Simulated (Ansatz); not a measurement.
## Fields on a plane of K2TiCl6 (space group Fm-3m)

```
CELL_PARAMETERS angstrom
      0.00000     4.86625     4.86625
      4.86625     0.00000     4.86625
      4.86625     4.86625     0.00000
ATOMIC_POSITIONS crystal
  K  0.25000 0.25000 0.25000
  K  0.75000 0.75000 0.75000
  Ti 0.00000 0.00000 0.00000
  Cl 0.76029 0.23971 0.76029
  Cl 0.23971 0.76029 0.23971
  Cl 0.76029 0.23971 0.23971
  Cl 0.23971 0.76029 0.76029
  Cl 0.76029 0.76029 0.23971
  Cl 0.23971 0.23971 0.76029
```

The slice is a {111} plane (indices of the conventional cell) through the point (0.750, 0.750, 0.750) (fractional), spanned by u = [100] and v = [-1 2 0] in vectors of this cell: u (6.88 Å) and v (11.92 Å, at 90° to u). It covers one period; positions are fractions (u, v).

Atoms on it: K at (0.00, 0.00); K at (0.50, 0.50); Cl at (0.26, 0.25), 0.1 Å off the plane; Cl at (0.76, 0.75), 0.1 Å off the plane; Cl at (0.00, 0.51), 0.1 Å off the plane; Cl at (0.50, 0.01), 0.1 Å off the plane; Cl at (0.24, 0.75), 0.1 Å off the plane; Cl at (0.74, 0.25), 0.1 Å off the plane. Other atoms lie within 1 Å of the plane.

These are PBEsol (plane waves to 420 eV, PAW, scalar-relativistic; Ansatz, a program for electronic structure) values and carry that method's errors. k mesh 6×6×6. Near the nuclei the fields are pseudised (PAW); where an atom keeps semicore shells as valence, they peak there. K2TiCl6 is run without spin polarisation. K2TiCl6 was relaxed with its symmetry unable to fall.

```
|xxxxxx22668866xxxxxxxxxx66886622xxxx|
|xxxx004477888855xxxxxx558888774400xx|
|002244668899998877667788999988664422|
|556677888899999999999999999988887766|
|888877775566889999999999886655777788|
|888866xxxxxx22779999997722xxxxxx6688|
|8877xxxxxxxxxx4499999944xxxxxxxxxx77|
|7766xxxxxxxxxx2288998822xxxxxxxxxx66|
|5555xxxxxxxxxx4488998844xxxxxxxxxx55|
|444433xxxxxxxx7788999977xxxxxxxx3344|
|445566553344668888888888664433556655|
|445577888888777766666677778888887755|
|113366888888664422002244668888886633|
|xxxx117788774400xxxxxx004477887711xx|
|xxxxxx55886622xxxxxxxxxx22668855xxxx|
|xxxxxx55776611xxxxxxxxxx11667755xxxx|
|xxxxxx66886622xxxxxxxxxx22668866xxxx|
|xxxx558888774400xxxxxx004477888855xx|
|667788999988664422002244668899998877|
|999999999988887766556677888899999999|
|999999886655777788888877775566889999|
|99997722xxxxxx6688888866xxxxxx227799|
|999944xxxxxxxxxx778877xxxxxxxxxx4499|
|998822xxxxxxxxxx667766xxxxxxxxxx2288|
|998844xxxxxxxxxx555555xxxxxxxxxx4488|
|999977xxxxxxxx3344444433xxxxxxxx7788|
|888888664433556655445566553344668888|
|666677778888887755445577888888777766|
|002244668888886633113366888888664422|
|xxxx004477887711xxxxxx117788774400xx|
|xxxxxx22668855xxxxxxxxxx55886622xxxx|
|xxxxxx11667755xxxxxxxxxx55776611xxxx|
```
Scale: ten equal steps from -2.00 (start of '0') to 6.67 (end of '9'), in the order '0123456789'. Values: electrostatic potential energy of an electron, from the cell's mean, in eV. The map has 18 points along u (two characters each, u = 0 at the left) and 32 along v (v = 0 in the bottom row). Points within 1 Å of a nucleus are blanked (x), as the pseudised field means little there. Values under -2 eV are set to -2. The zero, the cell's mean, hangs on the PAW cores.

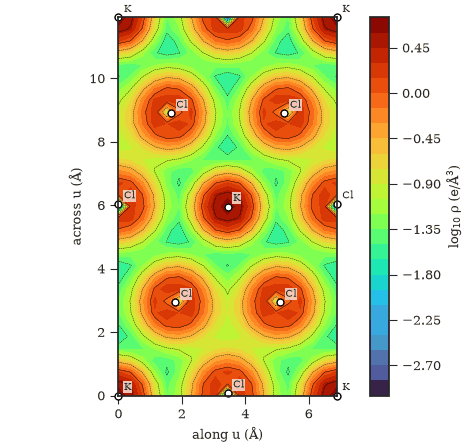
Figure: Log₁₀ of the valence density in e/Å³, one period of the plane, atoms marked. The scale is logarithmic, as a density can span decades between atoms and voids; values under 0.001 e/Å³ are set to 0.001.
